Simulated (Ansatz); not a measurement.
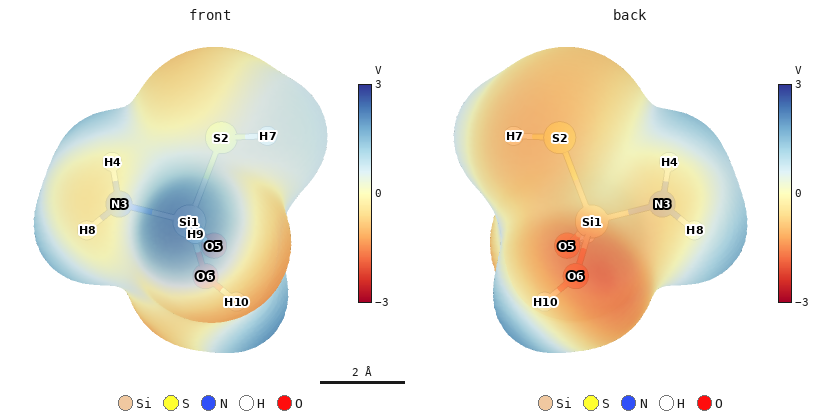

Figure. H5NO2SSi. The electrostatic potential painted on the density surface at 0.001 e/bohr³, seen from the front and from behind; the colour scale runs from red (negative) to blue (positive).

Not at a stationary point (largest force 1.3 eV/Å).

Computed with Ansatz 0.2.0, RKS BLYP/6-31G.

| atom | x (Å) | y (Å) | z (Å) |
| --- | --- | --- | --- |
| Si | -0.0217 | -0.0770 | 0.2029 |
| S | 2.0368 | -0.1836 | -0.5341 |
| N | -0.7468 | -0.7151 | -1.2457 |
| H | -0.1022 | -0.7671 | -2.0356 |
| O | -0.4161 | 1.5244 | 0.7634 |
| O | -0.4814 | -1.0746 | 1.5389 |
| H | 2.5765 | 0.9478 | 0.0791 |
| H | -1.6473 | -1.1770 | -1.3310 |
| H | -0.6947 | 2.2124 | 0.1169 |
| H | -0.5032 | -0.6902 | 2.4453 |

**Which sites attract a positive test charge, and which a negative one?**

A positive charge is drawn to the negative regions and a negative charge to the positive ones. The most negative region (about −1.8 V) lies over O6, the most positive (about +2.1 V) over H9. O6 is the likeliest acceptor of a hydrogen bond.
